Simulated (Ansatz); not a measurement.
# Stretching the linear Ga chain

Aim: how do moment and conductance of the linear Ga chain follow its length?

Method: DFT PBE, plane waves, PAW; relaxation of a chain's period, in the first sound run; inputs show where later runs differ, in Ansatz 0.2.0.

## (1) The structure

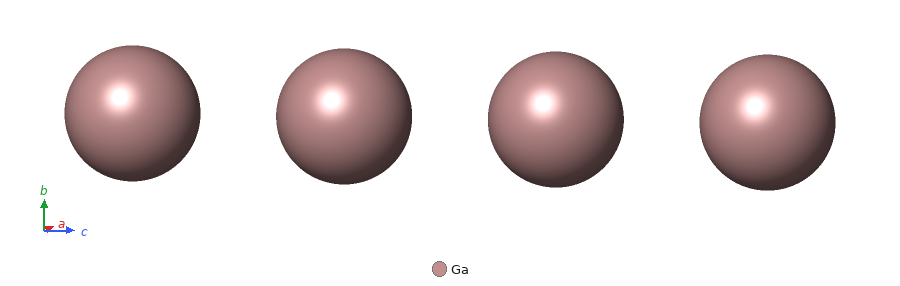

The starting structure, seen from the side, with the c axis across the page (gallium pink). 1×1×3 cells are drawn. Some periodic images of atoms are drawn too.

The cell holds 1 atom: 1 Ga. Its edges and angles: a = 7.500 Å, b = 7.500 Å, c = 2.269 Å, α = 90.0°, β = 90.0°, γ = 90.0°. Vacuum lies along a and b. The structure's axis is c.

## (2) The relaxed wire

Band widths follow the bond lengths, so the chain is relaxed first. The atoms and the third cell vector are free; the box across stays fixed as vacuum. Moments are seeded so that a magnetic state can form if it lies lower. A Fermi-Dirac smearing is set since the result may be a metal. The pressure printed is a third of the stress's trace over the whole box, vacuum included; only the stress along the axis is relaxed.

Contents of input.yaml:

```yaml
crystal:
  lattice:
    - [7.5, 0.0, 0.0]
    - [0.0, 7.5, 0.0]
    - [0.0, 0.0, 2.2692]
  atoms:
    - { symbol: Ga, position: [0.5, 0.5, 0.0], spin: 0.5 }
magnetization:
  spin_polarized: true
kpoints:
  mp_grid: { grid: [1, 1, 36] }
scf:
  occupations: { method: fermi_dirac, width: 0.05 }
hamiltonian:
  xc: pbe
relax:
  cell: { fix: [a, b, alpha, beta, gamma] }
  max_steps: 60
```

Started as:

```
ansatz run input.yaml --threads 4 --pin off --max-ram 8192MiB --backend cpu --events-out ev --progress --plain --runs-dir out
```

Numbers of over 12 decimals in the logs are rounded to 6 here.

The log of the run:

```text
Engine: ansatz 0.2.0, aarch64-unknown-linux-gnu
Pseudopotentials: kind: paw
Pseudopotential: Ga, paw, valence charge 13, recommended cutoff 420 eV (normal), Ga.paw.azcp
Functional definition: PBE
  parameter kappa = 0.804
  parameter beta = 0.066725
  exchange = pbe_x(kappa = kappa, mu = beta*pi^2/3)
  correlation = pbe_c(beta = beta)
Crystal: 1 atoms, lattice volume = 127.643 Å³
Basis set: ecut = 420 eV, 2511 PW (Γ), exchange–correlation on 108×108×32 points (8 copies of the dense FFT grid, shifted against one another)
Bands: 11, of which v1, the nominal top of the filled ones, is band 7 counted from 1 (6 counted from 0)
Symmetry: 16 space group operations
Space group: P4/mmm (ITA 123), of the structure as read, at distance tolerance 5.0e-5 Å
Magnetic group: BNS 123.339 (UNI 999), of the structure as read, at distance tolerance 5.0e-5 Å
k-points: 19 of 36
Non-local potential: Ga, projectors of the file, l = 0: 2, l = 1: 2, l = 2: 3, l = 3: 1
PAW form: soft (Blöchl's): semilocal exchange-correlation on the pseudo side does not see the compensation charge
PAW one-centre angular grid: Ga, 590 points (default); XC on 64 Gauss nodes
Initial density: superposition of atomic densities (neutral atoms: chi_scale 0, normalization atom)
Starting moments: Σ|m| = 0.5 μB on 1 of 1 site
Initial wavefunctions: pseudopotential atomic-orbital guess
Functional: x = pbe(κ = 0.804, μ = 0.219515), c = pbe(β = 0.066725)
iter 1 solved again at ethr=2.26e-3 eV; its pass at ethr=3.10e-3 eV (dr2=2.94e-1 eV) is discarded
SCF iter   1: F=—  HF=-3781.716980 eV  |F-HF|=—  |Δ(HF+E_count)|=         —  Δρ=2.24e-2 (↑2.24e-2 ↓2.13e-2)  dr2=2.97e-1  dr2_m=4.98e-1  M=0.063 μB ∫|m|=0.063 μB  β_m=0.30  ethr=2.26e-3  ⟨swp⟩=1.0  Hψ=3324  notcnv=0
preconditioner: auto → LDOS  [metal: Δε(μ)=0.090 eV  Ē_g=17.417 eV  σ=0.050 eV  W_gap=0.42  n_scr=12 (ndim 8)  ℏωp=11.9 eV  f_vac=0.641  D(μ)=1.11/eV (n_scr^D=8)]
spin=Collinear: LDOS preconditioning applied to the charge; magnetization (m = ρ↑ − ρ↓) channel mixes plain (no charge-response kernel on spin).
SCF iter   2: F=—  HF=-3781.688644 eV  |F-HF|=—  |Δ(HF+E_count)|=   2.83e-2  Δρ=1.57e-2 (↑1.52e-2 ↓1.57e-2)  dr2=1.58e-1  dr2_m=2.49e-1  M=0.049 μB ∫|m|=0.049 μB  β_m=0.30  ethr=2.26e-3  ⟨swp⟩=1.9  Hψ=511  notcnv=0
preconditioner: auto → none  [insulator: Δε(μ)=0.114 eV  Ē_g=17.500 eV  σ=0.050 eV  W_gap=0.51  n_scr=12 (ndim 8)  ℏωp=11.9 eV  f_vac=0.646  D(μ)=1.01/eV (n_scr^D=8)  ε∞_Penn≈1.5]
SCF iter   3: F=—  HF=-3781.648552 eV  |F-HF|=—  |Δ(HF+E_count)|=   4.01e-2  Δρ=1.09e-2 (↑9.82e-3 ↓1.09e-2)  dr2=5.43e-3  dr2_m=1.24e-1  M=0.038 μB ∫|m|=0.038 μB  β_m=0.30  ethr=1.21e-3  ⟨swp⟩=2.1  Hψ=687  notcnv=0
SCF iter   4: F=—  HF=-3781.659190 eV  |F-HF|=—  |Δ(HF+E_count)|=   1.06e-2  Δρ=7.36e-3 (↑7.28e-3 ↓7.36e-3)  dr2=1.42e-3  dr2_m=6.20e-2  M=0.031 μB ∫|m|=0.031 μB  β_m=0.30  ethr=4.18e-5  ⟨swp⟩=2.3  Hψ=914  notcnv=0
SCF iter   5: F=—  HF=-3781.664716 eV  |F-HF|=—  |Δ(HF+E_count)|=   5.53e-3  Δρ=5.16e-3 (↑5.13e-3 ↓5.16e-3)  dr2=4.16e-5  dr2_m=3.10e-2  M=0.025 μB ∫|m|=0.025 μB  β_m=0.30  ethr=1.09e-5  ⟨swp⟩=2.5  Hψ=735  notcnv=0
SCF iter   6: F=—  HF=-3781.666261 eV  |F-HF|=—  |Δ(HF+E_count)|=   1.54e-3  Δρ=3.66e-3 (↑3.61e-3 ↓3.66e-3)  dr2=6.04e-6  dr2_m=1.55e-2  M=0.020 μB ∫|m|=0.020 μB  β_m=0.30  ethr=3.20e-7  ⟨swp⟩=2.2  Hψ=792  notcnv=0
SCF iter   7: F=—  HF=-3781.667042 eV  |F-HF|=—  |Δ(HF+E_count)|=   7.81e-4  Δρ=2.57e-3 (↑2.57e-3 ↓2.57e-3)  dr2=8.40e-8  dr2_m=7.73e-3  M=0.017 μB ∫|m|=0.017 μB  β_m=0.30  ethr=4.65e-8  ⟨swp⟩=2.0  Hψ=670  notcnv=0
Mixer restart at iter 7: flushing history
spin-set hold released at iteration 7 (site moments contracting): the magnetisation degrees of freedom join the quasi-Newton model from the next iteration; the mixer history was flushed
SCF iter   8: F=—  HF=-3781.667452 eV  |F-HF|=—  |Δ(HF+E_count)|=   4.10e-4  Δρ=1.82e-3 (↑1.82e-3 ↓1.82e-3)  dr2=3.40e-8  dr2_m=3.86e-3  M=0.014 μB ∫|m|=0.014 μB  β_m=0.65  ethr=6.46e-10  ⟨swp⟩=3.1  Hψ=832  notcnv=0
SCF iter   9: F=—  HF=-3781.667929 eV  |F-HF|=—  |Δ(HF+E_count)|=   4.78e-4  Δρ=4.43e-5 (↑4.43e-5 ↓4.40e-5)  dr2=9.91e-10  dr2_m=2.28e-6  M=0.004 μB ∫|m|=0.005 μB  β_m=0.82  ethr=2.62e-10  ⟨swp⟩=3.3  Hψ=955  notcnv=0
SCF iter  10: F=—  HF=-3781.667944 eV  |F-HF|=—  |Δ(HF+E_count)|=   1.42e-5  Δρ=2.43e-5 (↑2.39e-5 ↓2.43e-5)  dr2=2.09e-9  dr2_m=6.81e-7  M=0.002 μB ∫|m|=0.003 μB  β_m=0.91  ethr=7.62e-12  ⟨swp⟩=4.9  Hψ=1380  notcnv=0
SCF iter  11: F=—  HF=-3781.667948 eV  |F-HF|=—  |Δ(HF+E_count)|=   4.61e-6  Δρ=7.17e-6 (↑7.17e-6 ↓6.07e-6)  dr2=1.87e-8  dr2_m=4.45e-8  M=0.001 μB ∫|m|=0.001 μB  β_m=0.96  ethr=7.62e-12  ⟨swp⟩=4.9  Hψ=1374  notcnv=0
SCF iter  12: F=—  HF=-3781.667948 eV  |F-HF|=—  |Δ(HF+E_count)|=   3.40e-7  Δρ=5.01e-6 (↑4.16e-6 ↓5.01e-6)  dr2=5.59e-8  dr2_m=3.29e-9  M=0.000 μB ∫|m|=0.000 μB  β_m=0.72  ethr=7.62e-12  ⟨swp⟩=4.1  Hψ=1305  notcnv=0
SCF iter  13: F=—  HF=-3781.667948 eV  |F-HF|=—  |Δ(HF+E_count)|=   3.52e-8  Δρ=1.15e-7 (↑1.12e-7 ↓1.15e-7)  dr2=1.24e-13  dr2_m=1.50e-11  M=-0.000 μB ∫|m|=0.000 μB  β_m=0.86  ethr=7.62e-12  ⟨swp⟩=3.9  Hψ=1160  notcnv=0
SCF iter  14: F=-3781.667948 eV  HF=-3781.667948 eV  |F-HF|=3.64e-12  |Δ(HF+E_count)|=  4.37e-11  Δρ=3.22e-8 (↑3.21e-8 ↓3.22e-8)  dr2=2.62e-15  dr2_m=1.21e-12  M=-0.000 μB ∫|m|=0.000 μB  ethr=1.00e-12  ⟨swp⟩=2.0  Hψ=812  notcnv=0
WARN: the starting moments were not kept: the SCF closed with an absolute magnetisation of 1.4e-6 μB, where they sum to 0.5 μB in size (1 site). That is at most 0.1 of that sum. Measured as dr2_m measures the in/out step, that magnetisation stands 1.7e-13 eV from none, at or under the dr2_threshold of 1.0e-7 eV: it is no larger than a step whose dr2_m would equal this threshold. The system may hold no moment; this SC [...]
SCF 1 converged in 14 iterations: F = -3781.667948 eV  dr2 = 2.62e-15
  greatest PAW one-centre occupation: 0.995 electrons in one spin orbital (limit 2), on the Ga atom at site 0 (counted from 0), in its partial waves of l = 2
relax step   1: F+E_penalty+E_count = -3781.66794845 eV  Δ(F+E_penalty+E_count) = +0.000e0 eV  max|allowed force component| = 0.000e0 eV/Å  Δτ_max = 0.0000 Å  P = +0.323 GPa  Ω = 127.643 Å³  fix = [a, b, alpha, beta, gamma]  reactions: a +0.197, b +0.197 GPa  (14 SCF iters, dr2 threshold 1.00e-7 eV, accepted)
Crystal: 1 atoms, lattice volume = 128.224 Å³
Initial density: handed on by an earlier stage of this run
Starting moments: Σ|m| = 0.5 μB on 1 of 1 site; this step starts from the density that it was given
Initial wavefunctions: those handed on with the density
[...]
iter 4 did not close the SCF: its close was put off for a magnetic moment that had not settled (scf_convergence_deferred on its scf_iter line)
SCF iter   4: F=-3781.669894 eV  HF=-3781.669894 eV  |F-HF|=1.54e-8  |Δ(HF+E_count)|=   1.51e-7  Δρ=4.88e-6 (↑4.27e-6 ↓4.88e-6)  dr2=1.14e-8  dr2_m=1.66e-8  M=-0.000 μB ∫|m|=0.000 μB  β_m=0.53  ethr=7.69e-10  ⟨swp⟩=4.0  Hψ=1326  notcnv=0
iter 5 did not close the SCF: its close was put off for a magnetic moment that had not settled (scf_convergence_deferred on its scf_iter line)
SCF iter   5: F=-3781.669894 eV  HF=-3781.669894 eV  |F-HF|=3.68e-10  |Δ(HF+E_count)|=   4.64e-9  Δρ=1.32e-6 (↑1.27e-6 ↓1.32e-6)  dr2=1.43e-9  dr2_m=1.10e-9  M=-0.000 μB ∫|m|=0.000 μB  β_m=0.75  ethr=8.81e-11  ⟨swp⟩=1.5  Hψ=1240  notcnv=0
iter 6 did not close the SCF: its close was put off for a magnetic moment that had not settled (scf_convergence_deferred on its scf_iter line)
SCF iter   6: F=-3781.669894 eV  HF=-3781.669894 eV  |F-HF|=1.82e-12  |Δ(HF+E_count)|=   1.50e-9  Δρ=2.28e-7 (↑1.72e-7 ↓2.28e-7)  dr2=1.83e-11  dr2_m=4.02e-11  M=-0.000 μB ∫|m|=0.000 μB  β_m=0.88  ethr=1.10e-11  ⟨swp⟩=1.1  Hψ=1226  notcnv=0
SCF iter   7: F=-3781.669894 eV  HF=-3781.669894 eV  |F-HF|=2.77e-11  |Δ(HF+E_count)|=  1.32e-10  Δρ=7.49e-8 (↑7.40e-8 ↓7.49e-8)  dr2=1.81e-13  dr2_m=6.51e-12  M=-0.000 μB ∫|m|=0.000 μB  ethr=1.00e-12  ⟨swp⟩=1.0  Hψ=1224  notcnv=0
the starting moments were not kept: the SCF closed with an absolute magnetisation of 8.5e-6 μB, where they sum to 0.5 μB in size (1 site). That is at most 0.1 of that sum. Measured as dr2_m measures the in/out step, that magnetisation stands 5.6e-12 eV from none, at or under the dr2_threshold of 1.0e-7 eV: it is no larger than a step whose dr2_m would equal this threshold.
SCF 3 converged in 7 iterations: F = -3781.669894 eV  dr2 = 1.81e-13
relax step   3: F+E_penalty+E_count = -3781.66989449 eV  Δ(F+E_penalty+E_count) = -4.418e-4 eV  max|allowed force component| = 0.000e0 eV/Å  Δτ_max = 0.0000 Å  P = +0.142 GPa  Ω = 128.728 Å³  energy of the carried Pulay correction = -3.188e-5 eV  fix = [a, b, alpha, beta, gamma]  reactions: a +0.198, b +0.198 GPa  (7 SCF iters, dr2 threshold 1.00e-7 eV, accepted)
Initial wavefunctions: pseudopotential atomic-orbital guess (no wavefunctions were taken with the density)
iter 1 solved again at ethr=4.13e-7 eV; its pass at ethr=3.10e-3 eV (dr2=5.36e-5 eV) is discarded
SCF iter   1: F=—  HF=-3781.667782 eV  |F-HF|=—  |Δ(HF+E_count)|=         —  Δρ=5.84e-5 (↑5.84e-5 ↓5.84e-5)  dr2=4.42e-7  dr2_m=6.73e-12  M=-0.000 μB ∫|m|=0.000 μB  β_m=0.30  ethr=4.13e-7  ⟨swp⟩=2.7  Hψ=3676  notcnv=0
preconditioner: auto → none  [insulator: Δε(μ)=0.220 eV  Ē_g=17.253 eV  σ=0.050 eV  W_gap=0.80  n_scr=12 (ndim 8)  ℏωp=11.8 eV  f_vac=0.666  D(μ)=0.84/eV (n_scr^D=4)  ε∞_Penn≈1.5]
SCF iter   2: F=—  HF=-3781.668697 eV  |F-HF|=—  |Δ(HF+E_count)|=   9.15e-4  Δρ=4.09e-5 (↑4.09e-5 ↓4.09e-5)  dr2=1.92e-7  dr2_m=4.60e-12  M=-0.000 μB ∫|m|=0.000 μB  β_m=0.50  ethr=3.40e-9  ⟨swp⟩=2.9  Hψ=646  notcnv=0
SCF iter   3: F=—  HF=-3781.669802 eV  |F-HF|=—  |Δ(HF+E_count)|=   1.11e-3  Δρ=1.23e-5 (↑1.23e-5 ↓1.23e-5)  dr2=2.60e-8  dr2_m=1.79e-12  M=-0.000 μB ∫|m|=0.000 μB  β_m=0.52  ethr=1.47e-9  ⟨swp⟩=2.4  Hψ=631  notcnv=0
SCF iter   4: F=—  HF=-3781.669915 eV  |F-HF|=—  |Δ(HF+E_count)|=   1.13e-4  Δρ=2.02e-6 (↑2.02e-6 ↓2.02e-6)  dr2=2.30e-9  dr2_m=6.54e-13  M=-0.000 μB ∫|m|=0.000 μB  β_m=0.55  ethr=2.00e-10  ⟨swp⟩=2.3  Hψ=700  notcnv=0
SCF iter   5: F=—  HF=-3781.669916 eV  |F-HF|=—  |Δ(HF+E_count)|=   7.05e-7  Δρ=4.24e-7 (↑4.23e-7 ↓4.24e-7)  dr2=1.72e-10  dr2_m=3.05e-13  M=-0.000 μB ∫|m|=0.000 μB  β_m=0.57  ethr=1.77e-11  ⟨swp⟩=2.9  Hψ=736  notcnv=0
SCF iter   6: F=—  HF=-3781.669934 eV  |F-HF|=—  |Δ(HF+E_count)|=   1.77e-5  Δρ=2.13e-7 (↑2.05e-7 ↓2.13e-7)  dr2=3.73e-10  dr2_m=1.28e-13  M=-0.000 μB ∫|m|=0.000 μB  β_m=0.57  ethr=1.32e-12  ⟨swp⟩=3.4  Hψ=826  notcnv=0
SCF iter   7: F=—  HF=-3781.669934 eV  |F-HF|=—  |Δ(HF+E_count)|=   2.33e-9  Δρ=1.56e-7 (↑1.49e-7 ↓1.56e-7)  dr2=2.09e-10  dr2_m=9.18e-14  M=-0.000 μB ∫|m|=0.000 μB  β_m=0.78  ethr=1.32e-12  ⟨swp⟩=1.3  Hψ=442  notcnv=0
SCF iter   8: F=-3781.669934 eV  HF=-3781.669934 eV  |F-HF|=1.82e-11  |Δ(HF+E_count)|=   3.24e-9  Δρ=1.06e-8 (↑7.32e-9 ↓1.06e-8)  dr2=1.44e-12  dr2_m=1.07e-14  M=-0.000 μB ∫|m|=0.000 μB  ethr=1.00e-12  ⟨swp⟩=4.0  Hψ=1617  notcnv=0
the starting moments were not kept: the SCF closed with an absolute magnetisation of 3.5e-7 μB, where they sum to 0.5 μB in size (1 site). That is at most 0.1 of that sum. Measured as dr2_m measures the in/out step, that magnetisation stands 9.6e-15 eV from none, at or under the dr2_threshold of 1.0e-11 eV: it is no larger than a step whose dr2_m would equal this threshold.
SCF 4 converged in 8 iterations: F = -3781.669934 eV  dr2 = 1.44e-12
relax step   4: F+E_penalty+E_count = -3781.66993365 eV  Δ(F+E_penalty+E_count) = -3.916e-5 eV  max|allowed force component| = 0.000e0 eV/Å  Δτ_max = 0.0000 Å  P = +0.142 GPa  Ω = 128.728 Å³  fix = [a, b, alpha, beta, gamma]  reactions: a +0.197, b +0.197 GPa  stress off target by 3.04e-2 GPa on what of the cell is left free  SCF on the basis re-selected at this cell (its energy is not comparable with the rows above)  (8 SCF iters)
basis re-selected at this cell: Δ(F+E_penalty+E_count) = -3.916e-5 eV, ΔP = -0.000 GPa vs the last step (what re-selecting the basis moved, of the pressure what is left beyond the Pulay correction that the steps carried, after the strain that the cell walked since its last selection, with what the two solves' SCF thresholds leave and, on support functions, any second-order correction that the steps lacked; it is no measure of the basis error at this ecutwfc). This SCF's stress stands 3.04e-2 GPa from its target on what of the cell is left free (relax.cell.stress_tol is 5.00e-2 GPa) and its largest allowed force component is 0.00e0 eV/Å (relax.f_tol is 1.00e-2 eV/Å): [rest of the remark cut]
SCF converged after 8 iterations
Magnetization: -0.0000 μB (6.5000 up, 6.5000 down)
Absolute magnetization: 0.0000 μB (∫|ρ↑−ρ↓|, with the PAW one-centre terms)
Spin contamination: 0.0000 ħ² per cell (⟨S²⟩ above its minimum at these occupations)
Per-site moments (μB) at R_I (Å): [(-4.379454253534368e-8, 0.944008)]
Free energy (F): -3781.669934 eV
Harris-Foulkes:  -3781.669934 eV  (|F-HF|=1.82e-11)
Internal energy: -3781.662109 eV  (E = F + TS)
E sigma→0 (E₀):  -3781.666021 eV
Entropy (-TS):   -0.007825 eV (-7.825 meV/atom)
Fermi energy:    -2.090901 eV
--- Per-component energies (eV) ---
  E_band       = -190.930837
  E_kinetic    = 114.074010
  E_local      = -3753.791549  (includes V_loc(G=0)·N_el)
  E_nonlocal   = 421.675938
  E_hartree    = 1744.200007
  E_xc         = -67.952488
  E_vxc        = -56.160118  (∫ρ·V_xc dr)
  E_paw        = -1985.232154  (= ΣΔE_a)
  E_vpaw       = -405.129080  (= ΣTr[D̂ρ^β])
  E_aug_tail   = -0.000117  (compensation charges beyond the density's cutoff)
  E_ewald      = -254.635756
  E_smearing   = -0.007825  (= −TS)
  E_closure    = 0.000000  (closes the sum)
  Σ components = -3781.669934   (vs F -3781.669934, Δ=0.00e0)
--- Forces (eV/Å), atoms counted from 1 ---
  atom   1  Ga     0.00000000    -0.00000000     0.00000000
  max |Σ_I F_I| component: 5.68e-29 eV/Å
--- Stress (GPa, compression-positive) ---
        0.197408       0.000000       0.000000
        0.000000       0.197408       0.000000
        0.000000       0.000000       0.030381
  P = ⅓ Tr σ = 0.1417 GPa (1.417 kbar)
--- Relaxed structure (3 steps of the walk, 3 accepted, 1 SCFs on fresh bases) ---
  F+E_penalty+E_count = -3781.66993365 eV   max|allowed force component| = 0.000e0 eV/Å   (the final SCF, on the basis selected at the relaxed cell)
  cell:  # Å, volume = 128.7284 Å³
    - [7.5, 0.0, 0.0]
    - [0.0, 7.5, 0.0]
    - [0.0, 0.0, 2.288504]
  atoms:
    - { symbol: Ga, position: [0.5, 0.5, 0.0] }
```

Elapsed: 5.5 s, on 4 threads of Arm Neoverse V1, shared host; peak memory 0.39 GiB; 19 s of CPU time.

The steps of the relaxation:

```csv
step,energy less that of the first step (eV),largest force component (eV/Å),pressure (GPa),volume (Å³)
1,0.0000,0.0000,0.32,127.64
2,-0.0015,0.0000,0.22,128.22
3,-0.0019,0.0000,0.14,128.73
4*,-0.0020,0.0000,0.14,128.73
```

Relaxation steps marked * repeat the geometry before them on a plane-wave basis chosen anew for their cell, so energy and pressure can jump there.

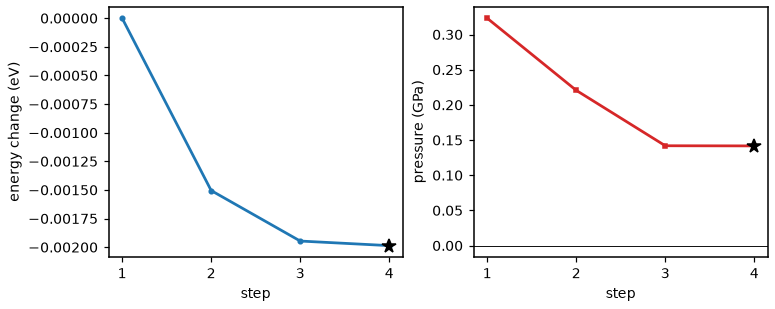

Energy and pressure along the relaxation. Stars mark steps on a basis chosen anew.

| cell as run | before | after | change |
| --- | --- | --- | --- |
| c (Å) | 2.269 | 2.289 | +0.9 % |

The relaxed structure:

```xyz
1
Lattice="7.5000 0.0000 0.0000 0.0000 7.5000 0.0000 0.0000 0.0000 2.2885" Properties=species:S:1:pos:R:3
Ga    3.7500    3.7500    0.0000
```

This step gave:

```yaml
energy_at_zero_smearing: -3781.6660 eV
cell_length_along_the_wire: 2.289 Å
```

The cell's length comes to 2.289 Å with no moment.

(Part 1 of 3 ends here.)

[Logs are printed without paths, hosts, clocks, repeated set-up lines and the standing remarks that a program may print on its own settings, such as how far it seeks lower states.]

[Hosts, paths, dates, database ids (printed as entryN), source tags and the programs' standing remarks are cut or masked in the printed files.]
